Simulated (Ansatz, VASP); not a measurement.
# GaP: VASP beside Ansatz

Wanted: the spread between two codes on one cell, functional and k mesh. The cell is taken from a series of VASP runs on this material, whose earlier steps may have relaxed, scaled or displaced it; both programs get it as it stands. Valence electrons are named where the data sets of a main pair hold unlike numbers.

Program: Ansatz 0.2.0. Level of theory: plane waves, with VASP 6.6.1 beside it; band structure at r2SCAN, band structure at r2SCAN, spin-orbit coupling and dielectric response at LDA. Results are calculated unless marked as measured.

### 1. Set-up

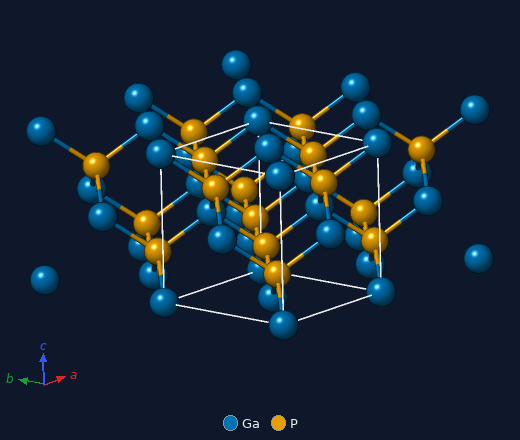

The starting structure, seen from a free direction (gallium blue, phosphorus orange). 2×2×1 cells are drawn. This picture shows the conventional cell, with its axes. Bonds to atoms that aren't drawn are left out. Some periodic images of atoms are drawn too.

### 2. Ansatz: band structure, r2SCAN

Ansatz runs on its default PAW (the set named soft_2) files.

Levels along a path test the potential and the projectors away from the mesh points.

Input file input.yaml:

```yaml
crystal:
  lattice:
    - [0.0, 2.72525, 2.72525]
    - [2.72525, 0.0, 2.72525]
    - [2.72525, 2.72525, 0.0]
  atoms:
    - { symbol: Ga, position: [0.0, 0.0, 0.0] }
    - { symbol: P, position: [0.75, 0.75, 0.75] }
hamiltonian:
  xc: r2scan
  pseudopotentials: { kind: paw }
kpoints:
  mp_grid: { grid: [8, 8, 8] }
  band_path:
    path:
      - [0.0, 0.0, 0.0]
      - [0.16667, 0.0, 0.16667]
      - [0.33333, 0.0, 0.33333]
      - [0.44444, 0.0, 0.44444]
      - [0.5, 0.0, 0.5]
      - [0.5, 0.08333, 0.58333]
      - [0.5, 0.19444, 0.69444]
      - [0.5, 0.25, 0.75]
      - [0.45833, 0.29167, 0.75]
      - [0.40278, 0.34722, 0.75]
      - [0.375, 0.375, 0.75]
      - [0.20833, 0.20833, 0.41667]
      - [0.08333, 0.08333, 0.16667]
      - [0.0, 0.0, 0.0]
      - [0.22222, 0.22222, 0.22222]
      - [0.38889, 0.38889, 0.38889]
      - [0.51389, 0.47222, 0.51389]
      - [0.55556, 0.38889, 0.55556]
      - [0.61111, 0.27778, 0.61111]
      - [0.61111, 0.25, 0.63889]
      - [0.56944, 0.25, 0.68056]
      - [0.51389, 0.25, 0.73611]
      - [0.5, 0.27778, 0.72222]
      - [0.5, 0.38889, 0.61111]
      - [0.5, 0.47222, 0.52778]
      - [0.48611, 0.48611, 0.52778]
      - [0.43056, 0.43056, 0.63889]
      - [0.38889, 0.38889, 0.72222]
      - [0.59722, 0.19444, 0.59722]
      - [0.55556, 0.11111, 0.55556]
      - [0.5, 0.0, 0.5]
    npoints: 1
scf:
  occupations: { method: gaussian, width: 0.03 }
  n_extra_bands: 7
output:
  forces: true
  stress: true
  eigenvalues: true
  write_density: true
  write_potential: true
  elf: true
  volumetric_format: npy
```

Command:

```
$ ansatz run input.yaml --threads 2 --pin off --max-ram 4608MiB --backend cpu --events-out ev --progress --plain --runs-dir out
```

Numbers of over 12 decimals in the logs are rounded to 6 here.

The program printed:

```text
scf.n_extra_bands = 7 over 9 filled bands (N_el = 18.0): the run solves 16 bands
Engine: ansatz 0.2.0, aarch64-unknown-linux-gnu
Pseudopotentials: kind: paw
Pseudopotential: Ga, paw, valence charge 13, recommended cutoff 500 eV (meta_gga), Ga.paw.azcp
Pseudopotential: P, paw, valence charge 5, recommended cutoff 500 eV (meta_gga), P.paw.azcp
Functional definition: r2SCAN
  parameter k0 = 0.174
  parameter k1 = 0.065
  parameter a1 = 4.9479
  exchange = r2scan_x(k0 = k0, k1 = k1, a1 = a1)
  correlation = r2scan_c
Crystal: 2 atoms, lattice volume = 40.481 Å³
Basis set: ecut = 500 eV, 965 PW (Γ), exchange–correlation on 120×120×120 points (64 copies of the dense FFT grid, shifted against one another)
Bands: 16, of which v1, the nominal top of the filled ones, is band 9 counted from 1 (8 counted from 0)
Symmetry: 24 space group operations
Space group: F-43m (ITA 216), of the structure as read, at distance tolerance 3.4e-5 Å
k-points: 29 of 512 (time reversal used)
Non-local potential: Ga, projectors of the file, l = 0: 2, l = 1: 2, l = 2: 3, l = 3: 1
Non-local potential: P, projectors of the file, l = 0: 2, l = 1: 2, l = 2: 2
PAW form: soft (Blöchl's): semilocal exchange-correlation on the pseudo side does not see the compensation charge
PAW frozen core: Ga, regenerated for the run's functional (the file was generated under x = pbe(κ = 0.804, μ = 0.219515), c = pbe(β = 0.066725))
PAW frozen core: P, regenerated for the run's functional (the file was generated under x = pbe(κ = 0.804, μ = 0.219515), c = pbe(β = 0.066725))
PAW one-centre angular grid: Ga, 590 points (default); XC on 160 Gauss nodes
PAW one-centre angular grid: P, 302 points (default); XC on 160 Gauss nodes
Initial density: superposition of atomic densities (neutral atoms: chi_scale 0, normalization atom), corrected by the library's trained network
Initial wavefunctions: pseudopotential atomic-orbital guess
Functional: x = r2scan, c = r2scan; τ floored in thin density (d = 2e-4 eV/Å³)
SCF iter   1: F=—  HF=-4550.473532 eV  |F-HF|=—  |Δ(HF+E_count)|=         —  Δρ=9.12e-3  dr2=1.96e-2  dr2_τ=7.36e-3  ethr=1.77e-3  ⟨swp⟩=6.3  Hψ=3000  notcnv=0  defer=2
preconditioner: auto → none  [insulator: Δε(μ)=1.828 eV  Ē_g=19.035 eV  σ=0.030 eV  W_gap=1.00  n_scr=14 (ndim 8)  ℏωp=24.8 eV  f_vac=0.013  D(μ)=0.00/eV (n_scr^D=0)  ε∞_Penn≈2.7]
SCF iter   2: F=—  HF=-4550.484652 eV  |F-HF|=—  |Δ(HF+E_count)|=   1.11e-2  Δρ=2.49e-3  dr2=3.56e-3  dr2_τ=1.04e-4  ethr=1.09e-4  ⟨swp⟩=3.0  Hψ=1168  notcnv=0  defer=69
SCF iter   3: F=—  HF=-4550.482646 eV  |F-HF|=—  |Δ(HF+E_count)|=   2.01e-3  Δρ=1.67e-3  dr2=5.17e-4  dr2_τ=7.80e-6  ethr=1.98e-5  ⟨swp⟩=2.0  Hψ=790  notcnv=0  defer=69
SCF iter   4: F=—  HF=-4550.482876 eV  |F-HF|=—  |Δ(HF+E_count)|=   2.31e-4  Δρ=3.35e-4  dr2=5.90e-5  dr2_τ=5.22e-7  ethr=2.87e-6  ⟨swp⟩=2.7  Hψ=647  notcnv=0  defer=69
SCF iter   5: F=—  HF=-4550.482856 eV  |F-HF|=—  |Δ(HF+E_count)|=   2.02e-5  Δρ=1.18e-4  dr2=4.20e-6  dr2_τ=2.79e-8  ethr=3.28e-7  ⟨swp⟩=3.0  Hψ=659  notcnv=0  defer=69
SCF iter   6: F=—  HF=-4550.482855 eV  |F-HF|=—  |Δ(HF+E_count)|=   1.41e-6  Δρ=1.75e-5  dr2=1.45e-7  dr2_τ=6.93e-9  ethr=2.33e-8  ⟨swp⟩=2.0  Hψ=652  notcnv=0  defer=69
SCF iter   7: F=-4550.482855 eV  HF=-4550.482855 eV  |F-HF|=7.07e-9  |Δ(HF+E_count)|=   7.52e-8  Δρ=4.32e-6  dr2=6.88e-9  dr2_τ=3.94e-11  ethr=5.56e-10  ⟨swp⟩=13.8  Hψ=3409  notcnv=0
SCF 1 converged in 7 iterations: F = -4550.482855 eV  dr2 = 6.88e-9
  greatest PAW one-centre occupation: 0.993 electrons in one spin orbital (limit 2), on the Ga atom at site 0 (counted from 0), in its partial waves of l = 2
NSCF: frozen V_eff on 31 k-points
SCF converged after 7 iterations
Free energy (F): -4550.482855 eV
Harris-Foulkes:  -4550.482855 eV  (|F-HF|=7.07e-9)
Internal energy: -4550.482855 eV  (E = F + TS)
E sigma→0 (E₀):  -4550.482855 eV
Fermi energy:    7.846773 eV
--- Per-component energies (eV) ---
  E_band       = -67.629136
  E_kinetic    = 185.481585
  E_local      = -2202.700031  (includes V_loc(G=0)·N_el)
  E_nonlocal   = 460.450442
  E_hartree    = 1020.488307
  E_xc         = -120.990302
  E_vxc        = -124.834701  (∫ρ·V_xc dr)
  E_paw        = -2579.823958  (= ΣΔE_a)
  E_vpaw       = -433.014514  (= ΣTr[D̂ρ^β])
  E_aug_tail   = -0.000042  (compensation charges beyond the density's cutoff)
  E_vtau       = 6.015542  (kinetic-family band-sum trace: ∫τ·v_τ [+ j·A + Jᵃ·Aᵃ] dr)
  E_ewald      = -1312.644944
  E_core_change = -0.743912  (= ΣΔE_core)
  E_smearing   = -0.000000  (= −TS)
  E_closure    = 0.000000  (closes the sum)
  Σ components = -4550.482855   (vs F -4550.482855, Δ=0.00e0)
--- Forces (eV/Å), atoms counted from 1 ---
  atom   1  Ga    -0.00000000     0.00000000     0.00000000
  atom   2  P      0.00000000    -0.00000000     0.00000000
  max |Σ_I F_I| component: 5.55e-17 eV/Å
--- Stress (GPa, compression-positive) ---
        0.042979       0.000000      -0.000000
        0.000000       0.042979       0.000000
       -0.000000       0.000000       0.042979
  P = ⅓ Tr σ = 0.0430 GPa (0.430 kbar)
--- Band table (eV; the first three rows and the last of 29) ---
  k-point 0: bands = [... 5 lower, -6.1261, 6.8997, 6.8997, 6.8997, 9.2650, 11.0727, 11.0727, 11.0727, ... 3 higher]
  k-point 1: bands = [... 5 lower, -5.9124, 5.2755, 6.6607, 6.6607, 9.7931, 11.4390, 11.4390, 11.7587, ... 3 higher]
  k-point 2: bands = [... 5 lower, -5.3100, 2.9326, 6.2078, 6.2078, 9.4448, 11.9688, 11.9688, 13.7894, ... 3 higher]
  k-point 28: bands = [... 5 lower, -2.9345, 0.1608, 3.1872, 3.3570, 11.9327, 12.1949, 13.4411, 13.4836, ... 3 higher]
```

It took 6.7 s on 2 threads of Arm Neoverse N1, shared host; peak memory 0.42 GiB.

### 3. VASP: band structure, r2SCAN

The same cell, functional, mesh and smearing now go to VASP, with its own data sets.

Lines of VASP's logs that name or quote its potential files are left out, and so is its time.

Input file INCAR:

```
SYSTEM = GaP
PREC = Accurate
ENCUT = 350
EDIFF = 1E-06
NELM = 100
ISMEAR = 0
SIGMA = 0.03
LREAL = .FALSE.
ALGO = Normal
METAGGA = R2SCAN
LASPH = .TRUE.
NBANDS = 21
LORBIT = 11
LWAVE = .FALSE.
LCHARG = .FALSE.
KPAR = 4
```

Input file POSCAR:

```
GaP
1.0
    0.0000000000      2.7252500000      2.7252500000
    2.7252500000      0.0000000000      2.7252500000
    2.7252500000      2.7252500000      0.0000000000
Ga P
1 1
Direct
    0.0000000000      0.0000000000      0.0000000000
    0.7500000000      0.7500000000      0.7500000000
```

Input file KPOINTS:

```
Automatic mesh
0
Gamma
8 8 8
0 0 0
```

Input file KPOINTS_OPT:

```
Line mode
10
Line-mode
Reciprocal
  0.00000000   0.00000000   0.00000000 GAMMA
  0.50000000   0.00000000   0.50000000 X

  0.50000000   0.00000000   0.50000000 X
  0.50000000   0.25000000   0.75000000 W

  0.50000000   0.25000000   0.75000000 W
  0.37500000   0.37500000   0.75000000 K

  0.37500000   0.37500000   0.75000000 K
  0.00000000   0.00000000   0.00000000 GAMMA

  0.00000000   0.00000000   0.00000000 GAMMA
  0.50000000   0.50000000   0.50000000 L

  0.50000000   0.50000000   0.50000000 L
  0.62500000   0.25000000   0.62500000 U

  0.62500000   0.25000000   0.62500000 U
  0.50000000   0.25000000   0.75000000 W

  0.50000000   0.25000000   0.75000000 W
  0.50000000   0.50000000   0.50000000 L

  0.50000000   0.50000000   0.50000000 L
  0.37500000   0.37500000   0.75000000 K

  0.62500000   0.25000000   0.62500000 U
  0.50000000   0.00000000   0.50000000 X
```

PAW data sets: Ga_d and P (PBE family, release 64).

Command:

```
$ mpirun -np 4 vasp_std
```

The program printed:

```text
[banner, memory and clock lines left out]
running    4 mpi-ranks, on    1 nodes
 distrk:  each k-point on    1 cores,    4 groups
 distr:  one band on    1 cores,    1 groups

 POSCAR found type information on POSCAR GaP
 POSCAR found :  2 types and       2 ions
|                                                                             |
|               ----> ADVICE to this user running VASP <----                  |
|                                                                             |
|     You enforced a specific xc type in the INCAR file but a different       |
|     [... a line on the potential file left out ...]
|     I HOPE YOU KNOW WHAT YOU ARE DOING!                                     |
|                                                                             |

 LDA part: xc-table for (None), standard interpolation
 POSCAR, INCAR and KPOINTS ok, starting setup
 FFT: planning ... GRIDC
 FFT: planning ... GRID_SOFT
 FFT: planning ... GRID
 WAVECAR not read
 entering main loop
       N       E                     dE             d eps       ncg     rms          rms(c)
DAV:   1     0.786590623711E+02    0.78659E+02   -0.69600E+03  1358   0.101E+03
DAV:   2    -0.147607025036E+02   -0.93420E+02   -0.87091E+02  1310   0.277E+02
DAV:   3    -0.235948585240E+02   -0.88342E+01   -0.87596E+01  1469   0.600E+01
DAV:   4    -0.237384406326E+02   -0.14358E+00   -0.14350E+00  1444   0.811E+00
DAV:   5    -0.237400785340E+02   -0.16379E-02   -0.16378E-02  1447   0.861E-01    0.482E+00
DAV:   6    -0.214635839384E+02    0.22765E+01   -0.45771E-01  1390   0.108E+01    0.314E+00
DAV:   7    -0.214563832924E+02    0.72006E-02   -0.17288E-01  1407   0.286E+00    0.163E+00
DAV:   8    -0.214608135921E+02   -0.44303E-02   -0.91070E-03  1429   0.586E-01    0.639E-01
DAV:   9    -0.214609895941E+02   -0.17600E-03   -0.14352E-03  1428   0.333E-01    0.669E-02
DAV:  10    -0.214609830363E+02    0.65578E-05   -0.12895E-04  1423   0.639E-02    0.370E-02
DAV:  11    -0.214609771229E+02    0.59134E-05   -0.14662E-05  1338   0.232E-02    0.874E-03
DAV:  12    -0.214609768477E+02    0.27518E-06   -0.93248E-07  1284   0.654E-03
   1 F= -.21460977E+02 E0= -.21460977E+02  d E =-.397214E-31
 Start KPOINTS_OPT (optional k-point list driver)
k-point batch [1-29\100]
       N       E                     dE             ncg
DAV:   1    -0.292764180138E+03   -0.13380E+05     1388
DAV:   2    -0.299838208859E+04   -0.27056E+04     1287
DAV:   3    -0.325420391870E+04   -0.25582E+03     1534
DAV:   4    -0.325837813754E+04   -0.41742E+01     1493
DAV:   5    -0.325842477514E+04   -0.46638E-01     1443
DAV:   6    -0.325842637819E+04   -0.16030E-02     1747
DAV:   7    -0.325842639125E+04   -0.13066E-04     1377
DAV:   8    -0.325842639177E+04   -0.51822E-06     1192
[...]
k-point batch [88-100\100]
       N       E                     dE             ncg
DAV:   1     0.800299132048E+04   -0.75168E+04      576
DAV:   2     0.668136434951E+04   -0.13216E+04      577
DAV:   3     0.655675834341E+04   -0.12461E+03      683
DAV:   4     0.655445615321E+04   -0.23022E+01      663
DAV:   5     0.655443330558E+04   -0.22848E-01      634
DAV:   6     0.655443246456E+04   -0.84102E-03      806
DAV:   7     0.655443245627E+04   -0.82854E-05      639
DAV:   8     0.655443245606E+04   -0.21319E-06      580
```

Parts of OUTCAR (step 3):

```text
ion  position               nearest neighbor table
   1  0.000  0.000  0.000-   2 2.36   2 2.36   2 2.36   2 2.36
   2  0.750  0.750  0.750-   1 2.36   1 2.36   1 2.36   1 2.36

  LATTYP: Found a face centered cubic cell.
 ALAT       =     5.4505000000

 Subroutine GETGRP returns: Found 24 space group operations
 (whereof 24 operations were pure point group operations)

The static configuration has the point symmetry T_d .

 Found     29 irreducible k-points:

   k-points           NKPTS =     29   k-points in BZ     NKDIM =     29   number of bands    NBANDS=     21

   dimension x,y,z NGX =    24 NGY =   24 NGZ =   24
   dimension x,y,z NGXF=    48 NGYF=   48 NGZF=   48

   ENCUT  =  350.0 eV  25.72 Ry    5.07 a.u.   5.88  5.88  5.88*2*pi/ulx,y,z

   NELECT =      18.0000    total number of electrons

 k-points in reciprocal lattice and weights: Automatic mesh
   0.00000000  0.00000000  0.00000000       0.002
   0.12500000  0.00000000  0.00000000       0.016
   0.25000000  0.00000000  0.00000000       0.016
   0.37500000  0.00000000  0.00000000       0.016
   0.50000000  0.00000000  0.00000000       0.008
   0.12500000  0.12500000  0.00000000       0.012
   0.25000000  0.12500000  0.00000000       0.047
   0.37500000  0.12500000  0.00000000       0.047
   0.50000000  0.12500000  0.00000000       0.047
[...]
-0.37500000  0.50000000  0.12500000       0.023
  -0.25000000  0.50000000  0.25000000       0.012

 average (electrostatic) potential at core
       1 -70.1739       2 -86.4507

 E-fermi :   4.6995

 k-point     1 :       0.0000    0.0000    0.0000
  band No.  band energies     occupation
    ...
      5     -10.4038      2.00000
      6      -8.5602      2.00000
      7       4.4612      2.00000
      8       4.4612      2.00000
      9       4.4612      2.00000
     10       6.8059      0.00000
     11       8.6524      0.00000
     12       8.6525      0.00000
     13       8.6525      0.00000
     14      13.9237      0.00000
    ...

 k-point     2 :       0.1250    0.0000    0.0000
  band No.  band energies     occupation
    ...
      5     -10.4037      2.00000
      6      -8.3465      2.00000
      7       2.8363      2.00000
      8       4.2229      2.00000
      9       4.2229      2.00000
     10       7.3461      0.00000
     11       9.0191      0.00000
     12       9.0192      0.00000
     13       9.3252      0.00000
     14      14.1102      0.00000
    ...

 k-point     3 :       0.2500    0.0000    0.0000
  band No.  band energies     occupation
    ...
      5     -10.4024      2.00000
      6      -7.7439      2.00000
      7       0.4956      2.00000
      8       3.7709      2.00000
      9       3.7709      2.00000
     10       7.0039      0.00000
     11       9.5504      0.00000
     12       9.5505      0.00000
     13      11.3464      0.00000
     14      13.9355      0.00000
    ...

  Total       -0.0114090     -0.0114090     -0.0114090      0.0000000      0.0000000      0.0000000
  in kB       -0.4515550     -0.4515550     -0.4515550      0.0000000      0.0000000      0.0000000
  external PRESSURE =      -0.4515550 kB  Pullay stress =       0.0000000 kB

  energy-cutoff  :      350.00
  volume of cell :       40.48
      direct lattice vectors                 reciprocal lattice vectors
     0.000000000  2.725250000  2.725250000    -0.183469406  0.183469406  0.183469406
     2.725250000  0.000000000  2.725250000     0.183469406 -0.183469406  0.183469406
     2.725250000  2.725250000  0.000000000     0.183469406  0.183469406 -0.183469406

 POSITION                                       TOTAL-FORCE (eV/Angst)
 -----------------------------------------------------------------------------------
      0.00000      0.00000      0.00000        -0.000000     -0.000000      0.000000
      4.08788      4.08788      4.08788         0.000000      0.000000     -0.000000
 -----------------------------------------------------------------------------------
    total drift:                                0.000043      0.000043      0.000041

  FREE ENERGIE OF THE ION-ELECTRON SYSTEM (eV)
  ---------------------------------------------------
  free  energy   TOTEN  =       -21.4609768477 eV

  energy  without entropy=      -21.4609768477  energy(sigma->0) =      -21.46097685

 total charge
# of ion       s       p       d       tot
------------------------------------------
    1        0.831   0.848  10.016  11.695
    2        1.009   1.541   0.000   2.550
--------------------------------------------------
tot          1.840   2.389  10.016  14.245

[... 3 further parts left out ...]
```

The PAW data sets were made with PBE, which is usual practice but a small mismatch for other functionals.

### 4. Differences

Known differences besides the potentials themselves: VASP keeps PBE cores, Ansatz makes them for the functional; the cutoff is 500 eV in Ansatz and 350 eV in VASP. Total energies have different zeros and are not compared.

The two programs side by side:

| quantity | Ansatz | VASP | difference |
| --- | --- | --- | --- |
| pressure (GPa) | 0.04 | -0.05 | +0.09 |
| gap over the path points (eV) | 1.851 | 1.858 | -0.007 |

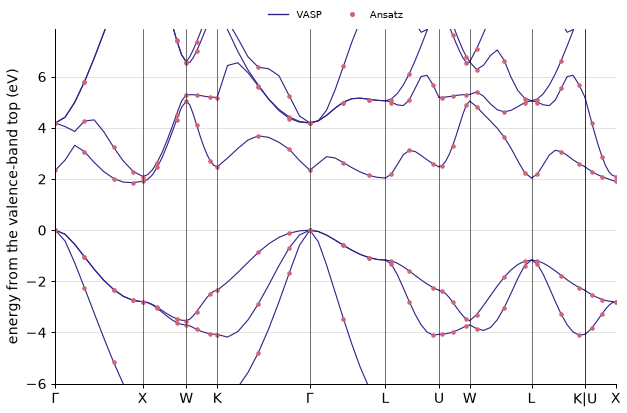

Bands from VASP (lines) and levels from Ansatz (dots). Dots without a line are higher empty bands that the VASP plot leaves out.

Levels at points of the path, from each program's valence-band top (eV; 3 filled, then empty):

| k (reciprocal lattice) | Ansatz | VASP |
| --- | --- | --- |
| 0.000 0.000 0.000 | 0.00 0.00 0.00 2.37 4.17 4.17 | 0.00 0.00 0.00 2.35 4.19 4.19 |
| 0.167 0.000 0.167 | -2.25 -1.04 -1.04 3.06 4.28 5.78 | -2.25 -1.04 -1.04 3.07 4.27 5.80 |
| 0.333 0.000 0.333 | -5.16 -2.32 -2.32 2.01 3.24 8.73 | -5.16 -2.32 -2.32 2.02 3.24 8.76 |
| 0.444 0.000 0.444 | -6.68 -2.75 -2.75 1.85 2.29 10.78 | -6.68 -2.74 -2.74 1.86 2.30 10.81 |
| 0.500 0.000 0.500 | -6.96 -2.80 -2.80 1.91 2.09 11.31 | -6.96 -2.80 -2.80 1.91 2.10 11.35 |
| 0.500 0.083 0.583 | -6.91 -3.06 -3.02 2.45 2.64 10.04 | -6.91 -3.05 -3.01 2.46 2.65 10.07 |
| 0.500 0.194 0.694 | -6.77 -3.62 -3.47 4.31 4.52 7.41 | -6.77 -3.61 -3.46 4.32 4.53 7.44 |
| 0.500 0.250 0.750 | -6.74 -3.71 -3.54 5.03 5.29 6.54 | -6.74 -3.71 -3.54 5.04 5.31 6.57 |
| 0.458 0.292 0.750 | -6.73 -3.88 -3.19 4.10 5.27 6.99 | -6.73 -3.87 -3.18 4.11 5.29 7.00 |
| 0.403 0.347 0.750 | -6.74 -4.06 -2.49 2.69 5.20 8.28 | -6.74 -4.05 -2.49 2.70 5.21 8.30 |

Among the levels compared at these points, filled levels agree within 8 meV and empty ones within 41 meV. Ansatz's pressure holds a Pulay correction of 0.04 GPa; VASP's holds none.

(Part 1 of 2 ends here.)

[Lines on the potential files, build, host, timing and source positions are cut from VASP's logs without a mark.]

[Logs are printed without paths, hosts, clocks, repeated set-up lines and the standing remarks that a program may print on its own settings, such as how far it seeks lower states.]

[Hosts, paths, dates, database ids (printed as entryN), source tags and the programs' standing remarks are cut or masked in the printed files.]
